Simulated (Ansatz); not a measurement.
Input file:

```
crystal:
  periodic: [false, false, false]
  atoms:
    - {symbol: F, position_ang: [-1.505407, -0.166098, -1.500894]}
    - {symbol: B, position_ang: [-1.389237, -0.539934, -0.234634]}
    - {symbol: Cl, position_ang: [-2.745874, -1.376010, 0.498291]}
    - {symbol: O, position_ang: [-0.282758, -0.294443, 0.469740]}
    - {symbol: Si, position_ang: [1.190276, 0.429754, 0.218995]}
    - {symbol: H, position_ang: [1.290116, 1.566413, 1.162190]}
    - {symbol: H, position_ang: [2.231880, -0.580582, 0.511352]}
    - {symbol: H, position_ang: [1.303107, 0.903699, -1.180841]}
basis:
  gaussian: {orbitals: def2-TZVPP}
hamiltonian: {xc: pbe0, dispersion: d4}
output: {orbitals: {seedname: orbitals}}
```

Run with:

```sh
ansatz run in.yaml --threads 2 --pin off --events-out ev --progress --plain --max-ram 32768MiB --backend cpu
```

Geometry: PBE0-D4/def2-TZVP.

Computed with RKS PBE0-D4/def2-TZVPP in Ansatz.

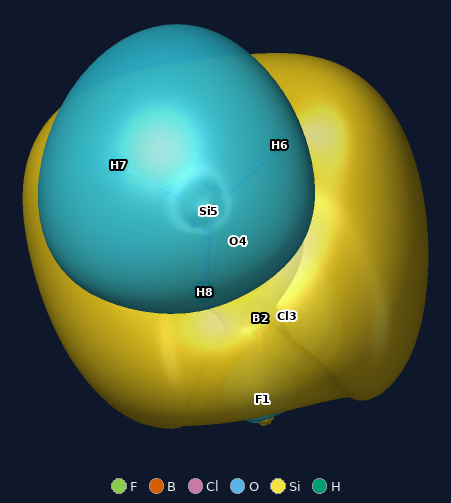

BClFH3OSi. The LUMO at ±0.04 Å⁻³ᐟ² (yellow and cyan are the two phases), seen at an oblique angle.

Where does this orbital lie, and at what energy?

Answer. By Hirshfeld shares it lies mainly on Si5 (about 55 %), B2 (about 10 %), O4 (about 10 %), H6 (about 5 %), H7 (about 5 %) and H8 (about 5 %). Its energy is −0.21 eV.
